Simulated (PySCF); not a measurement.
Molecule: SMILES [CH](CC(C)C)C, doublet. Atoms near the plane z = 0.8 Å, at the GFN2-xTB optimised geometry (x, y, z in Å): C1 (-0.1, -2.4, -0.1), C2 (0.6, -1.1, 0.0), C3 (-0.1, 0.2, 0.0), H7 (-1.2, -2.2, -0.2), H9 (0.0, -2.9, 0.9), H10 (1.6, -1.1, 0.0), H11 (-1.2, 0.1, 0.1), H12 (0.2, 0.9, 0.8).

Computed with unrestricted CAM-B3LYP/def2-SVP (PySCF 2.14.0). The values are rescaled to run from 0 to 1.

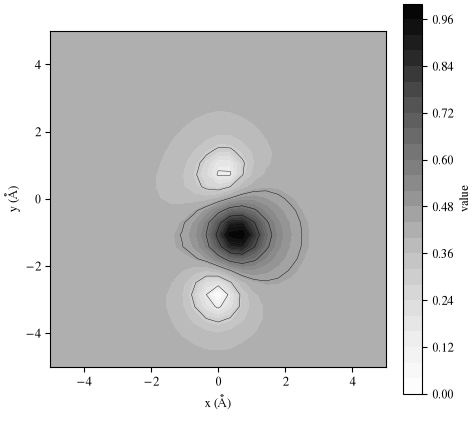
a field on the plane z = 0.8 Å.

Task: Which quantity is mapped?
A) an orbital amplitude
B) Laplacian of the electron density
C) electrostatic potential
D) deformation density (molecule minus spherical neutral atoms)

Result: A, an orbital amplitude. In full: HOMO amplitude (α) (bohr^(-3/2)).
